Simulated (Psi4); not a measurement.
**HOF (hypofluorous acid) at HF/aug-cc-pVTZ**

Aim: the vertical singlet–triplet gap of HOF (hypofluorous acid) at HF/aug-cc-pVTZ, from 2 runs. 

The calculation is run with Psi4 1.11.

1 further run of the same task is left out (set aside as unsound or not needed).

## 1. Starting point

HOF: 3 atoms, total charge 0, spin state singlet. As SMILES, `OF`. The coordinates come from a PBE0-D4/def2-TZVP relaxation.

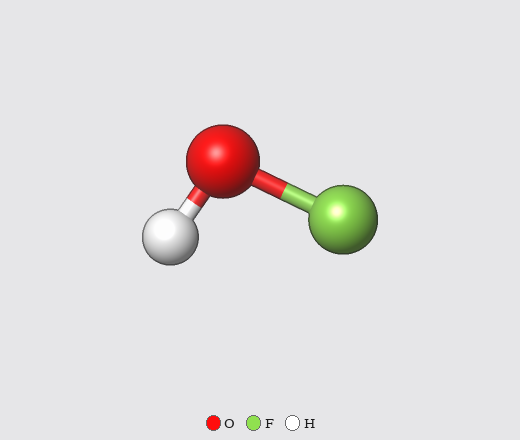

Viewed from a chosen angle; oxygen red, fluorine green, hydrogen white.

## 2. Energy and forces at HF/aug-cc-pVTZ

fho.xyz

```xyz
3
FHO
O      0.430590    -0.210340     0.216330
F     -0.221910     1.014620    -0.010980
H     -0.208690    -0.804280    -0.205350
```

run.py

```python
import psi4

psi4.set_memory(2200000000)
psi4.set_num_threads(1)
psi4.set_output_file('psi4.out', False)

with open('fho.xyz') as f:
    atoms = ''.join(f.readlines()[2:])
geom = psi4.geometry('0 1\n' + atoms + 'symmetry c1')

psi4.set_options({
    'basis': 'aug-cc-pVTZ',
    'puream': True,
    'e_convergence': 1e-09,
    'd_convergence': 1e-08,
    'scf_type': 'pk',
})

result, w = psi4.gradient("scf", return_wfn=True)
print('gradient / Eh bohr^-1')
print(result.np.round(6))
print(f'energy = {w.energy():.10f} Eh')
```

Launch:

```sh
$ python run.py
```

psi4.out (excerpt; [...] marks lines left out):

```text
[...]
  Running in c1 symmetry.
[...]
  Nuclear repulsion =   34.062701107921029
[...]
  Multiplicity = 1
[...]
  Nalpha       = 9
  Nbeta        = 9
[...]
    Number of basis functions: 115
[...]
   @RHF iter   1:  -174.78021488495634   -6.97274e-01   2.40209e-03 ADIIS/DIIS
[...]
   @RHF iter  12:  -174.80941432735372   -3.06954e-12   4.40730e-09 DIIS
[...]
    Orbital Energies [Eh]
    ---------------------
    Doubly Occupied:
       1A    -26.350539     2A    -20.693256     3A     -1.658695
       4A     -1.313583     5A     -0.783497     6A     -0.729944
       7A     -0.694617     8A     -0.605396     9A     -0.541527
[...]
  @RHF Final Energy:  -174.80941432735372
   => Energetics <=
    Nuclear Repulsion Energy =             34.0627011079210291
    One-Electron Energy =                -311.0021227347936019
    Two-Electron Energy =                 102.1300072995188231
    Total Energy =                       -174.8094143273537497
[...]
 Multipole Moments:
 ------------------------------------------------------------------------------------
     Multipole            Electronic (a.u.)      Nuclear  (a.u.)        Total (a.u.)
 ------------------------------------------------------------------------------------
 L = 1.  Multiply by 2.5417464519 to convert [e a0] to [Debye]
 Dipole X            :         -0.3414949           -0.0741923           -0.4156872
 Dipole Y            :          0.9969408           -1.7197104           -0.7227695
 Dipole Z            :         -0.0000000            0.0000000           -0.0000000
 Magnitude           :                                                    0.8337815
[...]
  -Total Gradient:
     Atom            X                  Y                   Z
    ------   -----------------  -----------------  -----------------
       1        0.035060282312    -0.013964066052    -0.000000000000
       2       -0.016022012725     0.027791854792     0.000000000000
       3       -0.019038269588    -0.013827788741     0.000000000000
[...]
```

On the terminal:

```text
gradient / Eh bohr^-1
[[ 0.03506  -0.013964 -0.      ]
 [-0.016022  0.027792  0.      ]
 [-0.019038 -0.013828  0.      ]]
energy = -174.8094143274 Eh
```

It took 8.4 s on 1 thread of Intel Xeon 6975P-C (Granite Rapids), shared host; peak memory 0.55 GiB.

## 3. The triplet: the energy at UHF/aug-cc-pVTZ

fho.inp

```
memory 2200 mb

molecule molecule1 {
  0 3
  O
  F 1 1.406397
  H 1 0.969153 2 99.05738
  symmetry c1
}

set basis aug-cc-pVTZ
set reference uhf
set puream true
set e_convergence 1e-09
set d_convergence 1e-08
set scf_type pk
set maxiter 100

E, wfn = energy('scf', return_wfn=True)
oeprop(wfn, 'DIPOLE', 'MAYER_INDICES', 'WIBERG_LOWDIN_INDICES')
```

Launch:

```sh
$ psi4 -i fho.inp -o fho.out -n 1
```

fho.out (excerpt; [...] marks lines left out):

```text
[...]
  Running in c1 symmetry.
[...]
  Nuclear repulsion =   34.062705558208670
[...]
  Multiplicity = 3
[...]
  Nalpha       = 10
  Nbeta        = 8
[...]
    Number of basis functions: 115
[...]
   @UHF iter   1:  -174.63721843939788   -5.54277e-01   2.56071e-03 DIIS/ADIIS
[...]
   @UHF iter  16:  -174.69317780752769   -6.76437e-12   6.70486e-09 DIIS
[...]
   @S^2 Observed:                2.027568860E+00
[...]
    Orbital Energies [Eh]
    ---------------------
    Alpha Occupied:
       1A    -26.276457     2A    -20.732076     3A     -1.702217
       4A     -1.419581     5A     -0.872134     6A     -0.791902
       7A     -0.787760     8A     -0.611746     9A     -0.605202
      10A     -0.418404
    Alpha Virtual:
      11A      0.025339    12A      0.123111    13A      0.125899
      14A      0.144064    15A      0.171098    16A      0.219975
      17A      0.245539    18A      0.250110    19A      0.259526
      20A      0.272711    21A      0.332963    22A      0.400607
      23A      0.428297    24A      0.617454    25A      0.687007
[...]
  @UHF Final Energy:  -174.69317780752769
   => Energetics <=
    Nuclear Repulsion Energy =             34.0627055582086697
    One-Electron Energy =                -311.2029271310232730
    Two-Electron Energy =                 102.4470437652869066
    Total Energy =                       -174.6931778075276895
  UHF NO Occupations:
  HONO-2 :    8  A 1.9955812
  HONO-1 :    9  A 1.0000000
[...]
 Multipole Moments:
 ------------------------------------------------------------------------------------
     Multipole            Electronic (a.u.)      Nuclear  (a.u.)        Total (a.u.)
 ------------------------------------------------------------------------------------
 L = 1.  Multiply by 2.5417464519 to convert [e a0] to [Debye]
 Dipole X            :          0.1783698           -0.8972517           -0.7188820
 Dipole Y            :         -0.6384981            1.4689612            0.8304631
 Dipole Z            :         -0.0000000            0.0000000           -0.0000000
 Magnitude           :                                                    1.0983898
[...]
```

Wall time 4.5 s (1 thread of Intel Xeon 6975P-C (Granite Rapids), shared host); peak memory 0.55 GiB.

## 4. Summary of results

Level: HF/aug-cc-pVTZ.

| quantity | value |
| --- | --- |
| singlet: total energy | -174.80941 Eh |
| singlet: dipole moment | 2.12 D |
| singlet: HOMO energy | -14.74 eV |
| singlet: LUMO energy | 0.79 eV |
| singlet: HOMO–LUMO gap | 15.53 eV |
| singlet: largest force on an atom | 1.941 eV/Å |
| triplet: total energy | -174.69318 Eh |
| triplet: dipole moment | 2.79 D |
| triplet: HOMO energy (highest over α and β) | -11.39 eV |
| triplet: LUMO energy (lowest over α and β) | 0.69 eV |
| triplet: ⟨S²⟩ | 2.028 |
| vertical energy of the triplet above the singlet | 3.163 eV |

At this shape the triplet lies 3.16 eV (305 kJ/mol) above the singlet. The largest force (singlet) is 1.94 eV/Å: the shape isn't a stationary point for this species at this level.
